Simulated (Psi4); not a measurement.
# CrH4 (SMILES [H][Cr]([H])([H])[H]): UM06-L/def2-TZVP

What is the vertical ionisation energy of CrH4 at UM06-L/def2-TZVP? 

The results are computed with Psi4 1.11.

9 further runs of the same task are left out: 7 that didn't finish, 2 set aside as unsound or not needed.

## (1) The molecule

CrH4 has 5 atoms, charge 0, and is taken as a triplet. SMILES: `[H][Cr]([H])([H])[H]`. Geometry: a GFN2-xTB relaxation, a rough one for these elements and not checked as a minimum.

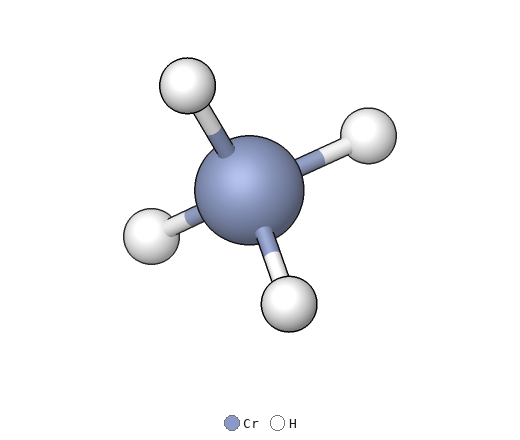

The structure, seen from a chosen angle (chromium light blue, hydrogen white).

## (2) Energy and gradient at UM06-L/def2-TZVP

crh4.xyz reads:

```xyz
5
CrH4
Cr    -0.002300     0.001930     0.000380
H      0.009710    -0.019490     1.552760
H      1.458230     0.009740    -0.528040
H     -0.736930     1.274070    -0.500210
H     -0.728720    -1.266260    -0.524880
```

run.py reads:

```python
import psi4

psi4.set_memory(1600000000)
psi4.set_num_threads(1)
psi4.core.set_output_file('crh4.out', False)

with open('crh4.xyz') as f:
    atoms = ''.join(f.readlines()[2:])
molecule = psi4.geometry('0 3\n' + atoms + 'symmetry c1\nno_reorient\nno_com')

options = {'basis': 'def2-TZVP', 'reference': 'uks', 'puream': True, 'e_convergence': 1e-09, 'd_convergence': 1e-08, 'scf_type': 'pk', 'dft_radial_points': 99, 'dft_spherical_points': 590, 'maxiter': 200}
psi4.set_options(options)

result = psi4.gradient('m06-l', molecule=molecule)
print('gradient / Eh bohr^-1')
print(result.np.round(6))
```

The run is started by

```bash
$ python run.py
```

crh4.out (excerpt; [...] marks lines left out):

```text
[...]
  Running in c1 symmetry.
[...]
  Nuclear repulsion =   33.970233076583447
[...]
  Multiplicity = 3
[...]
  Nalpha       = 15
  Nbeta        = 13
[...]
    Number of basis functions: 69
[...]
   @UKS iter   1: -1042.31340485044893    3.95394e+00   5.47036e-02 ADIIS/DIIS
[...]
   @UKS iter  17: -1046.70751756801496    1.13687e-12   2.24265e-09 DIIS
[...]
   @S^2 Observed:                2.141170526E+00
[...]
    Orbital Energies [Eh]
    ---------------------
    Alpha Occupied:
       1A   -215.278181     2A    -24.690758     3A    -20.907327
       4A    -20.907299     5A    -20.907265     6A     -2.940035
       7A     -1.870387     8A     -1.870331     9A     -1.870274
      10A     -0.332080    11A     -0.309183    12A     -0.309063
      13A     -0.308954    14A     -0.245285    15A     -0.245181
    Alpha Virtual:
      16A     -0.130013    17A     -0.129573    18A     -0.129268
      19A      0.049975    20A      0.084680    21A      0.084804
      22A      0.084966    23A      0.099805    24A      0.099813
      25A      0.214022    26A      0.243759    27A      0.243870
[...]
  @UKS Final Energy: -1046.70751756801496
   => Energetics <=
    Nuclear Repulsion Energy =             33.9702330765834475
    One-Electron Energy =               -1505.4447317707372349
    Two-Electron Energy =                 474.7796312475449554
    DFT Exchange-Correlation Energy =     -50.0126501214063097
    Empirical Dispersion Energy =           0.0000000000000000
    VV10 Nonlocal Energy =                  0.0000000000000000
    Total Energy =                      -1046.7075175680149641
[...]
 Multipole Moments:
 ------------------------------------------------------------------------------------
     Multipole            Electronic (a.u.)      Nuclear  (a.u.)        Total (a.u.)
 ------------------------------------------------------------------------------------
 L = 1.  Multiply by 2.5417464519 to convert [e a0] to [Debye]
 Dipole X            :          0.0937232           -0.0999854           -0.0062622
 Dipole Y            :         -0.0785815            0.0838660            0.0052846
 Dipole Z            :         -0.0155034            0.0165351            0.0010317
 Magnitude           :                                                    0.0082587
[...]
  -Total Gradient:
     Atom            X                  Y                   Z
    ------   -----------------  -----------------  -----------------
       1       -0.000340413126     0.000367112657     0.000045187181
       2       -0.000078502843     0.000108335162    -0.013218882529
       3       -0.012241424598    -0.000125478946     0.004370305644
       4        0.006454437764    -0.010935492768     0.004293486361
       5        0.006207672508     0.010584606036     0.004458437553
[...]
```

On the terminal:

```text
gradient / Eh bohr^-1
[[-3.4000e-04  3.6700e-04  4.5000e-05]
 [-7.9000e-05  1.0800e-04 -1.3219e-02]
 [-1.2241e-02 -1.2500e-04  4.3700e-03]
 [ 6.4540e-03 -1.0935e-02  4.2930e-03]
 [ 6.2080e-03  1.0585e-02  4.4580e-03]]
```

Run time: 32 s. Hardware: 1 thread of AMD EPYC 9R45 (Zen 5), shared host; peak memory 0.96 GiB.

## (3) The doublet cation at the same level

crh4.xyz is that of step 2.

run_ase.py reads:

```python
import numpy as np
from ase.calculators.psi4 import Psi4
from ase.io import read

a = read('crh4.xyz')
calc = Psi4(atoms=a, method='m06-l', basis='def2-TZVP', memory='1600MB', num_threads=1, charge=1, multiplicity=2, label='psi4-calc', reference='uks')
calc.psi4.set_options({'puream': True, 'e_convergence': 1e-09, 'd_convergence': 1e-08, 'scf_type': 'pk', 'dft_radial_points': 99, 'dft_spherical_points': 590, 'maxiter': 200})
a.calc = calc

forces = a.get_forces()
print(f'energy: {a.get_potential_energy():.6f} eV')
print('forces / eV A^-1')
print(np.round(forces, 5))
```

The run is started by

```bash
$ python run_ase.py
```

psi4-calc.dat (excerpt; [...] marks lines left out):

```text
[...]
  Running in c1 symmetry.
[...]
  Nuclear repulsion =   33.970233076583447
[...]
  Multiplicity = 2
[...]
  Nalpha       = 14
  Nbeta        = 13
[...]
    Number of basis functions: 69
[...]
   @UKS iter   1: -1042.17770495575610    4.08964e+00   5.31548e-02 ADIIS/DIIS
[...]
   @UKS iter  19: -1046.32725375771656   -6.82121e-13   9.42561e-09 DIIS
[...]
   @S^2 Observed:                8.577137298E-01
[...]
  @UKS Final Energy: -1046.32725375771656
   => Energetics <=
    Nuclear Repulsion Energy =             33.9702330765834475
    One-Electron Energy =               -1496.5118776634249116
    Two-Electron Energy =                 465.8552586689235113
    DFT Exchange-Correlation Energy =     -49.6408678397988226
    Empirical Dispersion Energy =           0.0000000000000000
    VV10 Nonlocal Energy =                  0.0000000000000000
    Total Energy =                      -1046.3272537577165622
[...]
 Multipole Moments:
 ------------------------------------------------------------------------------------
     Multipole            Electronic (a.u.)      Nuclear  (a.u.)        Total (a.u.)
 ------------------------------------------------------------------------------------
 L = 1.  Multiply by 2.5417464519 to convert [e a0] to [Debye]
 Dipole X            :         -0.0138285            0.0107660           -0.0030625
 Dipole Y            :          0.0116619           -0.0090513            0.0026106
 Dipole Z            :          0.0024550           -0.0017709            0.0006840
 Magnitude           :                                                    0.0040819
[...]
  -Total Gradient:
     Atom            X                  Y                   Z
    ------   -----------------  -----------------  -----------------
       1       -0.000280926299     0.000296107051     0.000030075207
       2        0.000411225033     0.000804560878    -0.006350686811
       3       -0.005677927348    -0.000848948129     0.002435235729
       4        0.002467599969    -0.005517431639     0.002507057527
       5        0.003117784983     0.005273421694     0.001322050135
[...]
```

Standard output:

```text
energy: -28472.014810 eV
forces / eV A^-1
[[ 0.01445 -0.01523 -0.00155]
 [-0.02115 -0.04137  0.32657]
 [ 0.29197  0.04365 -0.12522]
 [-0.12689  0.28372 -0.12892]
 [-0.16032 -0.27117 -0.06798]]
```

It took 34 s on 1 thread of AMD EPYC 9R45 (Zen 5), shared host; peak memory 0.99 GiB.

## (4) Results

At UM06-L/def2-TZVP:

| quantity | value |
| --- | --- |
| triplet CrH4: total energy | -1046.70752 Eh |
| triplet CrH4: dipole moment | 0.02 D |
| triplet CrH4: HOMO energy (highest over α and β) | -6.67 eV |
| triplet CrH4: LUMO energy (lowest over α and β) | -3.54 eV |
| triplet CrH4: ⟨S²⟩ | 2.141 |
| triplet CrH4: largest force on an atom | 0.689 eV/Å |
| doublet cation: total energy | -1046.32725 Eh |
| doublet cation: HOMO energy (highest over α and β) | -14.72 eV |
| doublet cation: LUMO energy (lowest over α and β) | -13.59 eV |
| doublet cation: ⟨S²⟩ | 0.858 |
| doublet cation: largest force on an atom | 0.336 eV/Å |
| vertical ionisation energy (to the doublet cation) | 10.348 eV |

What this shows: The vertical ionisation energy comes to 10.35 eV (239 kcal/mol). The largest force (triplet CrH4) is 0.69 eV/Å: the shape isn't a stationary point for this species at this level. ⟨S²⟩ (triplet CrH4) is 2.14 where a pure triplet has 2.00: the reference is spin-contaminated. ⟨S²⟩ (doublet cation) is 0.86 where a pure doublet has 0.75: the reference is spin-contaminated.
